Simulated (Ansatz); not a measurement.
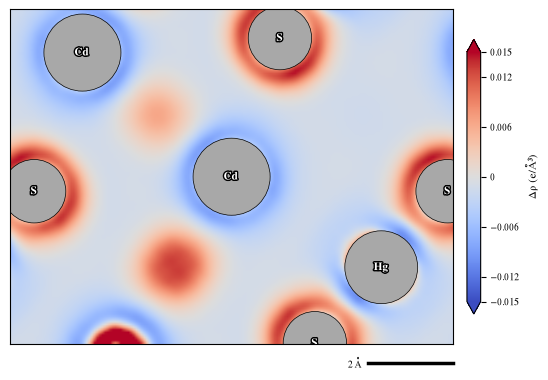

Cd2HgS3. Difference of the valence pseudo-densities of two functionals at the same geometry, on the (11̄0) plane of the calculation cell: one of LDA and PBE less the other.

Space group C2; a structure generated by program, which may or may not match a known phase.

Both computed with Ansatz (plane waves, PAW), on the same k-point mesh. Grey discs cover the atomic cores.

```
CELL_PARAMETERS angstrom
3.62318 -2.05534 0.00000
3.62318 2.05534 0.00000
-1.10975 0.00000 9.69197
ATOMIC_POSITIONS crystal
Cd 0.99888 0.59437 0.16317
Cd 0.40563 0.00112 0.83683
Hg 0.69199 0.30800 0.50000
S 0.48400 0.51600 0.00000
S 0.95882 0.53934 0.68154
S 0.46066 0.04118 0.31846
```

**Which was subtracted from which, and what does the map show?**

It is PBE less LDA. Against LDA, PBE gives less density around Cd (−0.008 e/Å³ on average at 1.1 Å from the nucleus) and more density around S (+0.012 e/Å³ on average at 0.9 Å from the nucleus).
